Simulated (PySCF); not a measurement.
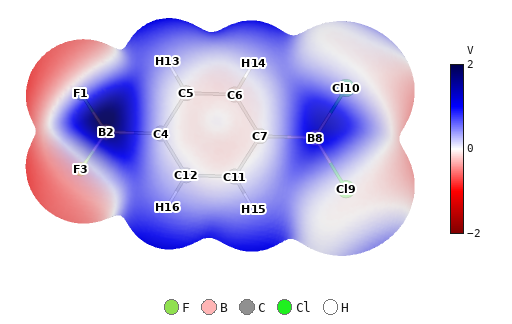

Figure 1: C6H4B2Cl2F2. The molecular electrostatic potential painted on the density surface at 0.002 e/bohr³, seen at a tilt; red is negative and blue positive.

Geometry: GFN2-xTB.

The calculation used PBE0/pcSseg-1, SCF density, gas phase, non-relativistic (PySCF).

```xyz
16

F    -3.7917   -0.2499   -0.7396
B    -2.9769   -0.1058    0.2875
F    -3.5900   -0.0135    1.4515
C    -1.4279   -0.0497    0.1379
C    -0.8196   -0.1528   -1.1187
C     0.5523   -0.1044   -1.2503
C     1.3862    0.0507   -0.1348
B     2.9407    0.1041   -0.2858
Cl    3.9580    0.2914    1.0886
Cl    3.6854   -0.0233   -1.8313
C     0.7729    0.1548    1.1211
C    -0.5987    0.1054    1.2552
H    -1.4421   -0.2724   -1.9929
H     1.0000   -0.1875   -2.2292
H     1.3933    0.2754    1.9964
H    -1.0494    0.1864    2.2331
```

### Describe the electrostatic potential map.

The most negative region (about −0.7 V, or −16 kcal/mol for a unit charge) lies over F1 and F3, the most positive (about +1.9 V, or +44 kcal/mol for a unit charge) over B2.
